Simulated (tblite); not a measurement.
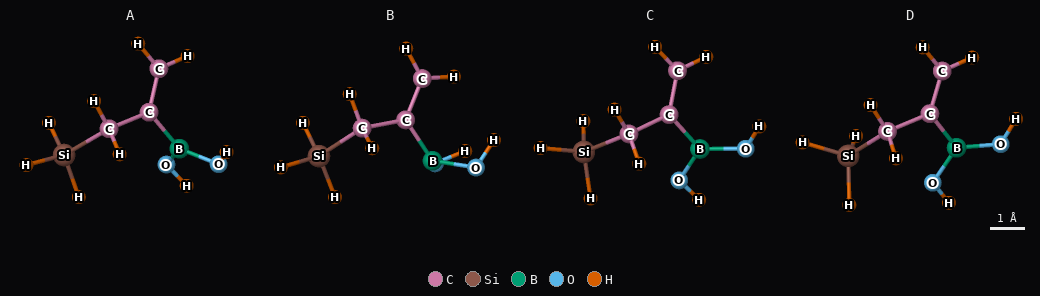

4 geometries from one relaxation of C$_{3}$H$_{9}$BO$_{2}$Si, in shuffled order. Style: ball-and-stick. Shown at a tilt.

Method: tblite 0.8.0, GFN2-xTB geometry optimisation, gas phase. 

Put them in the order of the run, from the start to the converged end.

Answer. B, A, C, D. They are steps 0, 42, 96, 180, at +2.133 eV, +0.124 eV, +0.055 eV relative to the last. The atom that moves furthest after the best rigid fit is an H atom (1.95 Å). By element the largest moves are H 1.95 Å, O 1.37 Å, C 0.51 Å, B 0.44 Å, Si 0.40 Å. Near-neighbour distances that change, for instance: O–Si 3.888 → 2.723 Å, B–O 1.491 → 1.351 Å, B–O 1.466 → 1.360 Å, C–Si 1.845 → 1.913 Å. Among the angles between lasting bonds that change: C–B–O 113.2° → 125.4°, B–O–H 105.2° → 115.5°, B–O–H 106.9° → 115.7°. Groups turn about C–Si by about 50°. Over 180 geometry steps the energy falls by 2.133 eV.
